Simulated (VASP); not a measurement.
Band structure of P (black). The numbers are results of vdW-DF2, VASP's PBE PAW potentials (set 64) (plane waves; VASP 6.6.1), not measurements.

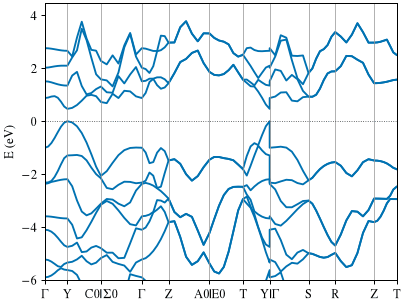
*Bands along high-symmetry lines, zero at the valence-band maximum or, without a gap, the Fermi level*

Question: Read the plot: is there a gap, and where are the band edges?

Answer: The gap is direct, 0.47 eV, from the valence maximum at Y to the conduction minimum at Y. (Edges off the drawn lines would not show.)

Measured: gap 0.35 eV (computed value off by +0.12 eV), as given by Das et al., (2018), arXiv:1807.05623.

The compound is P in the black structure. It was relaxed first, which changed the volume by +19 %.
